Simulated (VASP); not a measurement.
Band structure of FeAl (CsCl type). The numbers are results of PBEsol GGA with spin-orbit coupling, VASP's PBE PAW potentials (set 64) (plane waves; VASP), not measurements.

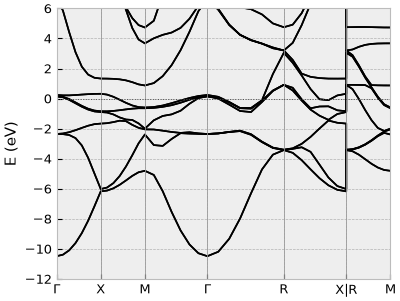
*Bands along high-symmetry lines, zero at the valence-band maximum or, without a gap, the Fermi level*

**Question.** Read the plot: is there a gap, and where are the band edges?

**Answer.** It has no gap at this level: it comes out as a metal or semimetal.

The compound is FeAl in the CsCl type structure. It was relaxed first, which changed the volume by -7 %.
